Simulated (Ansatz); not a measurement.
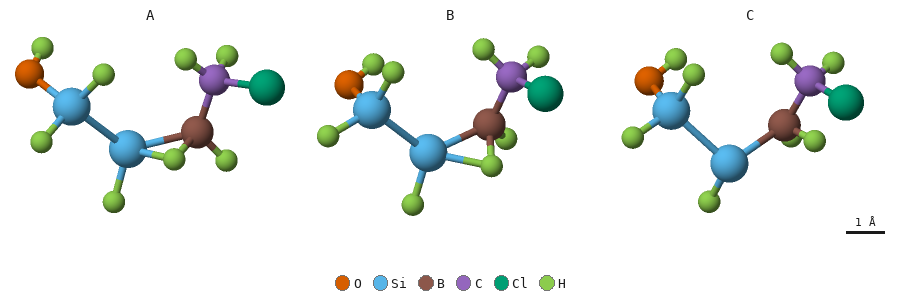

3 geometries from one relaxation of CH8BClOSi2, in shuffled order. The picture is a ball-and-stick view, seen at a tilt.

The run prepares an end point of a later path (hydrogen shift) calculation, from a guessed geometry.

Level of theory: Ansatz 0.2.0, RKS LDA/6-31G*. Set-up: no spin polarisation; force threshold 0.02 eV/Å; at most 50 steps.

Order the frames from highest to lowest energy.

C, B, A. They are steps 0, 6, 19, at +298.1 kJ/mol, +42.5 kJ/mol relative to the last. An H atom moves most after the best rigid fit: 1.35 Å. By element the largest moves are H 1.35 Å, Si 0.93 Å, Cl 0.75 Å, O 0.69 Å, B 0.41 Å, C 0.12 Å. Some distances before and after: Cl–H 1.897 → 3.202 Å, H–Si 2.375 → 1.651 Å, B–H 1.170 → 1.421 Å, Si–Si 2.210 → 2.343 Å. Among the angles between lasting bonds that change: C–B–H 72.1° → 108.7°, Si–B–H 91.6° → 57.1°, Si–Si–B 109.3° → 120.6°. Groups turn about B–C by about 70°. After 18 accepted moves (19 points after the start) the energy has fallen by 298.1 kJ/mol. Largest force component: 3.9 eV/Å at the start, 0.0078 eV/Å at the end. The line search rejected the trial step at point 13 of the run.
